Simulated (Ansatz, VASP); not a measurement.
# Cross-check of CaMn2Bi2 between VASP and Ansatz

Wanted: the spread between two codes on one cell, functional and k mesh.

Program: Ansatz 0.2.0. Level of theory: plane waves, with VASP 6.6.1 beside it; single point at PBEsol, single point at LDA and single point at r2SCAN. Results are calculated unless marked as measured.

In doubt: warnings of the run leave room for a lower electronic state, so energies may not be the lowest and differences between runs may mislead.

## Step 1: The starting structure

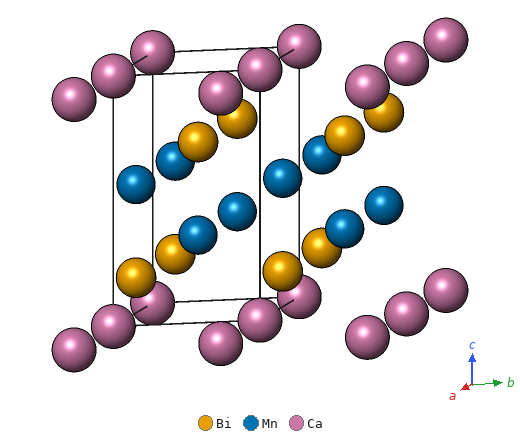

The cell as given, slightly off an axis (bismuth orange, manganese blue, calcium pink). 2×2×1 cells are drawn. Some periodic images of atoms are drawn too.

## Step 2: Ansatz: single point, PBEsol

Ansatz runs on its default PAW (the set named soft_2) files.

A single point gives forces, pressure and levels at one fixed geometry, so differences don't come from the geometry; what else differs is listed under the comparison.

The input, input.yaml:

```yaml
crystal:
  lattice:
    - [4.6263818529, 0.0, 0.0]
    - [-2.3131909265, 4.0065642123, 0.0]
    - [0.0, 0.0, 7.728792]
  atoms:
    - { symbol: Bi, position: [0.3333333333, 0.6666666667, 0.751191] }
    - { symbol: Bi, position: [0.6666666667, 0.3333333333, 0.248809] }
    - { symbol: Mn, position: [0.3333333333, 0.6666666667, 0.379265], spin: 4.8 }
    - { symbol: Mn, position: [0.6666666667, 0.3333333333, 0.620735], spin: 4.8 }
    - { symbol: Ca, position: [0.0, 0.0, 0.0] }
hamiltonian:
  xc: pbesol
  pseudopotentials: { kind: paw }
magnetization:
  spin_polarized: true
kpoints:
  mp_grid: { grid: [8, 8, 4] }
scf:
  occupations: { method: methfessel_paxton, width: 0.15 }
  n_extra_bands: 11
output:
  forces: true
  stress: true
  eigenvalues: true
```

Run with:

```bash
ansatz run input.yaml --threads 2 --pin off --max-ram 4608MiB --backend cpu --events-out ev --progress --plain --runs-dir out
```

Numbers of over 12 decimals in the logs are rounded to 6 here.

Output:

```text
Warning: the band count 46 (scf.n_extra_bands) hosts the net moment |M| = 9.6000 μB (N_el = 70) but caps the reachable moment at 2·n_bands − N_el = 22.0000 μB, below the 48 bands that the automatic rule leaves for it — a moment growing past the seed, or the majority channel's smearing tail, pins there with fewer empty majority states than that count leaves; raise or omit scf.n_extra_bands unless the cap is intended
scf.n_extra_bands = 11 over 35 filled bands (N_el = 70.0): the run solves 46 bands
Engine: ansatz 0.2.0, aarch64-unknown-linux-gnu
Pseudopotentials: kind: paw
Pseudopotential: Bi, paw, valence charge 15, recommended cutoff 420 eV (normal), Bi.paw.azcp
Pseudopotential: Mn, paw, valence charge 15, recommended cutoff 420 eV (normal), Mn.paw.azcp
Pseudopotential: Ca, paw, valence charge 10, recommended cutoff 420 eV (normal), Ca.paw.azcp
Functional definition: PBEsol
  exchange = pbesol_x
  correlation = pbesol_c
Crystal: 5 atoms, lattice volume = 143.260 Å³
Basis set: ecut = 420 eV, 2791 PW (Γ), exchange–correlation on 64×64×108 points (8 copies of the dense FFT grid, shifted against one another)
Bands: 46, of which v1, the nominal top of the filled ones, is band 35 counted from 1 (34 counted from 0)
Symmetry: 12 space group operations
Space group: P-3m1 (ITA 164), of the structure as read, at distance tolerance 5.2e-5 Å
Magnetic group: BNS 164.85 (UNI 1315), of the structure as read, at distance tolerance 5.2e-5 Å
k-points: 35 of 256
Non-local potential: Bi, projectors of the file, l = 0: 2, l = 1: 2, l = 2: 2, l = 3: 2
Non-local potential: Mn, projectors of the file, l = 0: 3, l = 1: 2, l = 2: 3, l = 3: 1
Non-local potential: Ca, projectors of the file, l = 0: 3, l = 1: 2, l = 2: 2
PAW form: soft (Blöchl's): semilocal exchange-correlation on the pseudo side does not see the compensation charge
PAW frozen core: Bi, regenerated for the run's functional, and the local potential with it (the file was generated under x = pbe(κ = 0.804, μ = 0.219515), c = pbe(β = 0.066725))
PAW frozen core: Mn, regenerated for the run's functional, and the local potential with it (the file was generated under x = pbe(κ = 0.804, μ = 0.219515), c = pbe(β = 0.066725))
PAW frozen core: Ca, regenerated for the run's functional, and the local potential with it (the file was generated under x = pbe(κ = 0.804, μ = 0.219515), c = pbe(β = 0.066725))
PAW one-centre angular grid: Bi, 590 points (default); XC on 64 Gauss nodes
PAW one-centre angular grid: Mn, 590 points (default); XC on 64 Gauss nodes
PAW one-centre angular grid: Ca, 110 points (default); XC on 64 Gauss nodes
Initial density: superposition of atomic densities (chi_scale 0.1, normalization cell, long waves kept (reshape's long-wave potential 0.06 eV rms))
Starting moments: Σ|m| = 9.6 μB on 2 of 5 sites
Initial wavefunctions: pseudopotential atomic-orbital guess
Functional: x = pbesol(κ = 0.804, μ = 0.123457), c = pbesol(β = 0.046)
SCF iter   1: F=—  HF=-34015.183443 eV  |F-HF|=—  |Δ(HF+E_count)|=         —  Δρ=2.65e-2 (↑2.36e-2 ↓2.65e-2)  dr2=6.17e0  dr2_m=3.48e-2  M=9.306 μB ∫|m|=9.389 μB  β_m=0.30  ethr=3.10e-3  ⟨swp⟩=9.9  Hψ=14850  notcnv=0
Mixer restart at iter 1: flushing history
preconditioner: auto → Kerker (q_TF=auto, 2.421 Å⁻¹)  [metal: Δε(μ)=0.028 eV  Ē_g=12.710 eV  σ=0.150 eV  W_gap=0.10  n_scr=34 (ndim 8)  ℏωp=21.0 eV  f_vac=0.005  D(μ)=3.98/eV (n_scr^D=22)]
spin=Collinear: Kerker preconditioning applied to the charge; magnetization (m = ρ↑ − ρ↓) channel mixes plain (no charge-response kernel on spin).
SCF iter   2: F=—  HF=-34014.731387 eV  |F-HF|=—  |Δ(HF+E_count)|=   4.52e-1  Δρ=1.82e-2 (↑1.26e-2 ↓1.82e-2)  dr2=2.59e0  dr2_m=5.73e-2  M=9.291 μB ∫|m|=9.368 μB  β_m=0.50  ethr=3.10e-3  ⟨swp⟩=2.8  Hψ=4983  notcnv=0  defer=155
SCF iter   3: F=—  HF=-34014.524095 eV  |F-HF|=—  |Δ(HF+E_count)|=   2.07e-1  Δρ=8.19e-3 (↑4.56e-3 ↓8.19e-3)  dr2=2.35e-1  dr2_m=3.18e-2  M=9.183 μB ∫|m|=9.278 μB  β_m=0.63  ethr=3.10e-3  ⟨swp⟩=3.7  Hψ=5266  notcnv=0  defer=154
SCF iter   4: F=—  HF=-34014.527956 eV  |F-HF|=—  |Δ(HF+E_count)|=   3.86e-3  Δρ=4.52e-3 (↑4.52e-3 ↓1.66e-3)  dr2=2.92e-2  dr2_m=6.50e-3  M=9.118 μB ∫|m|=9.235 μB  β_m=0.69  ethr=3.36e-4  ⟨swp⟩=3.2  Hψ=6550  notcnv=0  defer=178
SCF iter   5: F=—  HF=-34014.520761 eV  |F-HF|=—  |Δ(HF+E_count)|=   7.20e-3  Δρ=8.60e-4 (↑7.28e-4 ↓8.60e-4)  dr2=6.23e-3  dr2_m=1.25e-4  M=9.113 μB ∫|m|=9.234 μB  β_m=0.85  ethr=4.16e-5  ⟨swp⟩=2.0  Hψ=5233  notcnv=0  defer=193
SCF iter   6: F=—  HF=-34014.521545 eV  |F-HF|=—  |Δ(HF+E_count)|=   7.84e-4  Δρ=4.62e-4 (↑3.52e-4 ↓4.62e-4)  dr2=2.72e-3  dr2_m=6.73e-5  M=9.135 μB ∫|m|=9.253 μB  β_m=0.92  ethr=8.90e-6  ⟨swp⟩=2.0  Hψ=4904  notcnv=0  defer=199
SCF iter   7: F=—  HF=-34014.521398 eV  |F-HF|=—  |Δ(HF+E_count)|=   1.47e-4  Δρ=2.81e-4 (↑1.46e-4 ↓2.81e-4)  dr2=3.32e-4  dr2_m=4.20e-5  M=9.132 μB ∫|m|=9.251 μB  β_m=0.86  ethr=3.88e-6  ⟨swp⟩=2.0  Hψ=3949  notcnv=0  defer=198
SCF iter   8: F=—  HF=-34014.521385 eV  |F-HF|=—  |Δ(HF+E_count)|=   1.29e-5  Δρ=9.67e-5 (↑6.83e-5 ↓9.67e-5)  dr2=3.64e-5  dr2_m=5.85e-6  M=9.129 μB ∫|m|=9.249 μB  β_m=0.93  ethr=4.74e-7  ⟨swp⟩=2.0  Hψ=4010  notcnv=0  defer=197
SCF iter   9: F=—  HF=-34014.496547 eV  |F-HF|=—  |Δ(HF+E_count)|=         —  Δρ=1.62e-3 (↑5.74e-4 ↓1.62e-3)  dr2=2.92e-3  dr2_m=1.44e-3  M=9.207 μB ∫|m|=9.311 μB  β_m=0.93  ethr=5.20e-8  ⟨swp⟩=2.0  Hψ=4035  notcnv=0  defer=193
Mixer restart at iter 9: flushing history
iteration 9: the input's own smearing fills from here on; a Gaussian of 0.15 eV has filled iterations ahead of it
SCF iter  10: F=—  HF=-34014.497638 eV  |F-HF|=—  |Δ(HF+E_count)|=   1.09e-3  S|Δr|=    0.00e0  Δρ=9.98e-4 (↑9.98e-4 ↓8.34e-4)  dr2=3.77e-3  dr2_m=5.82e-5  M=9.187 μB ∫|m|=9.291 μB  β_m=0.81  ethr=5.20e-8  ⟨swp⟩=3.0  Hψ=6466  notcnv=0  defer=193
SCF iter  11: F=—  HF=-34014.497368 eV  |F-HF|=—  |Δ(HF+E_count)|=   2.70e-4  S|Δr|=    0.00e0  Δρ=7.89e-4 (↑3.98e-4 ↓7.89e-4)  dr2=2.30e-3  dr2_m=8.21e-5  M=9.215 μB ∫|m|=9.318 μB  β_m=0.68  ethr=5.20e-8  ⟨swp⟩=3.0  Hψ=6632  notcnv=0  defer=193
SCF iter  12: F=—  HF=-34014.497142 eV  |F-HF|=—  |Δ(HF+E_count)|=   2.26e-4  S|Δr|=    0.00e0  Δρ=3.20e-4 (↑1.73e-4 ↓3.20e-4)  dr2=3.99e-4  dr2_m=1.29e-5  M=9.208 μB ∫|m|=9.311 μB  β_m=0.84  ethr=5.20e-8  ⟨swp⟩=2.1  Hψ=5592  notcnv=0  defer=193
SCF iter  13: F=—  HF=-34014.497104 eV  |F-HF|=—  |Δ(HF+E_count)|=   3.79e-5  S|Δr|=    0.00e0  Δρ=8.26e-5 (↑4.37e-5 ↓8.26e-5)  dr2=2.64e-5  dr2_m=8.42e-7  M=9.203 μB ∫|m|=9.307 μB  β_m=0.92  ethr=5.20e-8  ⟨swp⟩=2.0  Hψ=5475  notcnv=0  defer=193
SCF iter  14: F=—  HF=-34014.497102 eV  |F-HF|=—  |Δ(HF+E_count)|=   1.82e-6  S|Δr|=    0.00e0  Δρ=1.23e-5 (↑7.64e-6 ↓1.23e-5)  dr2=1.11e-6  dr2_m=1.51e-8  M=9.202 μB ∫|m|=9.306 μB  β_m=0.96  ethr=3.77e-8  ⟨swp⟩=2.0  Hψ=3635  notcnv=0  defer=193
SCF iter  15: F=—  HF=-34014.497102 eV  |F-HF|=—  |Δ(HF+E_count)|=   1.99e-9  S|Δr|=    0.00e0  Δρ=7.21e-6 (↑7.21e-6 ↓5.96e-6)  dr2=3.97e-7  dr2_m=2.58e-9  M=9.202 μB ∫|m|=9.305 μB  β_m=0.98  ethr=1.59e-9  ⟨swp⟩=2.0  Hψ=3843  notcnv=0  defer=193
SCF iter  16: F=-34014.497102 eV  HF=-34014.497102 eV  |F-HF|=2.08e-8  |Δ(HF+E_count)|=   1.15e-8  S|Δr|=    0.00e0  Δρ=2.49e-6 (↑2.49e-6 ↓1.27e-6)  dr2=2.36e-8  dr2_m=1.38e-9  M=9.202 μB ∫|m|=9.306 μB  ethr=1.43e-10  ⟨swp⟩=11.1  Hψ=14802  notcnv=0
SCF 1 converged in 16 iterations: F = -34014.497102 eV  dr2 = 2.36e-8
  greatest PAW one-centre occupation: 1.003 electrons in one spin orbital (limit 2), on the Mn atom at site 3 (counted from 0), in its partial waves of l = 1
WARN: an SCF from antiferromagnetic starting moments (0.00, 0.00, -4.80, 4.80, 0.00 Bohr magnetons, atom by atom) was not made, by what the run has read of turns of its moments that order reads lower: the deck asks for what bars it, or types moments that do (magnetization.spin_polarized, in the input reference, names some of the keys), or the run goes by scf.lower_state_search: light, the default, which as a rule tries one only behind a close that has lost an order of both signs, or on which an open d or half-filled 4f shell of a PAW file has lost a moment that was set nearer to Hund's than to what is left; [rest of the remark cut]
this state was not tested for a lower state beside it, because cold or Methfessel-Paxton smearing, or corrected tetrahedra, fill the levels in a way that the test cannot read (fill_not_monotonic; see scf.lower_state_search)
SCF converged after 16 iterations
Magnetization: 9.2020 μB (39.6010 up, 30.3990 down)
Absolute magnetization: 9.3080 μB (∫|ρ↑−ρ↓|, with the PAW one-centre terms)
Spin contamination: 0.1609 ħ² per cell (⟨S²⟩ above its minimum at these occupations)
Per-site moments (μB) at R_I (Å): [(-0.00453949, 1.177691), (-0.00453949, 1.177691), (4.193126, 1.177691), (4.193126, 1.177691), (0.071831, 1.357643)]
Free energy (F): -34014.497102 eV
Harris-Foulkes:  -34014.497102 eV  (|F-HF|=2.08e-8)
Internal energy: -34014.503722 eV  (E = F + TS)
E sigma→0 (E₀):  -34014.498757 eV
Entropy (-TS):   0.006621 eV (1.324 meV/atom)
Fermi energy:    9.075287 eV
--- Per-component energies (eV) ---
  E_band       = -1023.717541
  E_kinetic    = 1482.809524
  E_local      = -9388.856930  (includes V_loc(G=0)·N_el)
  E_nonlocal   = 1690.045198
  E_hartree    = 3592.487049
  E_xc         = -653.148419
  E_vxc        = -737.465113  (∫ρ·V_xc dr)
  E_paw        = -24410.857468  (= ΣΔE_a)
  E_vpaw       = -1255.212818  (= ΣTr[D̂ρ^β])
  E_aug_tail   = -0.000968  (compensation charges beyond the density's cutoff)
  E_ewald      = -6327.619307
  E_core_change = 0.637599  (= ΣΔE_core)
  E_smearing   = 0.006621  (= −TS)
  E_closure    = -0.000000  (closes the sum)
  Σ components = -34014.497102   (vs F -34014.497102, Δ=0.00e0)
--- Forces (eV/Å), atoms counted from 1 ---
  atom   1  Bi    -0.00000000     0.00000000    -0.14897344
  atom   2  Bi     0.00000000    -0.00000000     0.14897344
  atom   3  Mn    -0.00000000    -0.00000000     0.02135461
  atom   4  Mn     0.00000000     0.00000000    -0.02135461
  atom   5  Ca     0.00000000    -0.00000000     0.00000000
  max |Σ_I F_I| component: 3.24e-17 eV/Å
--- Stress (GPa, compression-positive) ---
       -2.409279       0.000000      -0.000000
        0.000000      -2.409279       0.000000
       -0.000000       0.000000      -2.422387
  P = ⅓ Tr σ = -2.4136 GPa (-24.136 kbar)
--- Band table (eV; the first three rows and the last of 70) ---
  k-point 0 ↑: bands = [... 31 lower, 6.0071, 6.2954, 6.3694, 6.3694, 8.7572, 8.7572, 9.6076, 9.7154, ... 7 higher]
  k-point 1 ↑: bands = [... 31 lower, 6.0272, 6.2888, 6.3634, 6.3634, 8.5354, 8.8925, 8.8925, 9.8911, ... 7 higher]
  k-point 2 ↑: bands = [... 31 lower, 6.0468, 6.2818, 6.3571, 6.3571, 8.0030, 9.1668, 9.1668, 9.4672, ... 7 higher]
  k-point 34 ↓: bands = [... 31 lower, 9.3098, 9.3912, 9.3941, 9.9132, 10.0499, 10.1416, 10.4333, 10.6258, ... 7 higher]
```

Wall time 29 s (2 threads of Arm Neoverse V1, shared host); peak memory 0.65 GiB; 56 s of CPU time.

The run ends at a pressure of -2.41 GPa, with forces up to 0.15 eV/Å.

[end of part 1 of 3]

[Lines on the potential files, build, host, timing and source positions are cut from VASP's logs without a mark.]

[Logs are printed without paths, hosts, clocks, repeated set-up lines and the standing remarks that a program may print on its own settings, such as how far it seeks lower states.]

[Hosts, paths, dates, database ids (printed as entryN), source tags and the programs' standing remarks are cut or masked in the printed files.]
